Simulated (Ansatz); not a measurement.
The starting structures come from a database of crystals and need not be the phases stable at ambient conditions.

 Where the default PAW files enter, the runs use the earlier of Ansatz's two default sets.

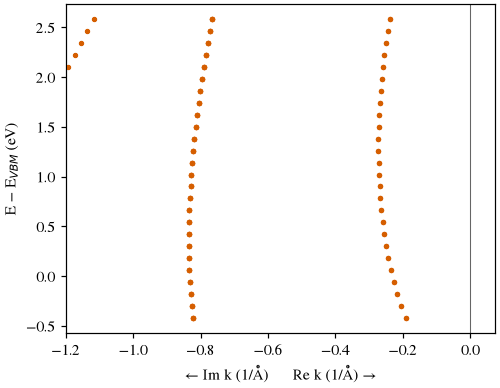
Figure: Complex bands at the centre of the two-dimensional zone; PBEsol run with Ansatz (an electronic-structure program)

The gap is the functional's own. No spin-orbit coupling. Mid-gap values are interpolated on the energy grid.

**Question.** This is TlCl (Fm-3m, rock salt, not sure to be the ambient phase, 2 atoms a cell, 33.7 Å³ an atom) along the normal of (001). Read off the slowest decay at the centre of the two-dimensional zone at 1.14 eV, the computed energy nearest the middle of the gap.

**Answer.** κ ≈ 0.27 1/Å, a decay length 1/(2κ) of the density of 1.8 Å.
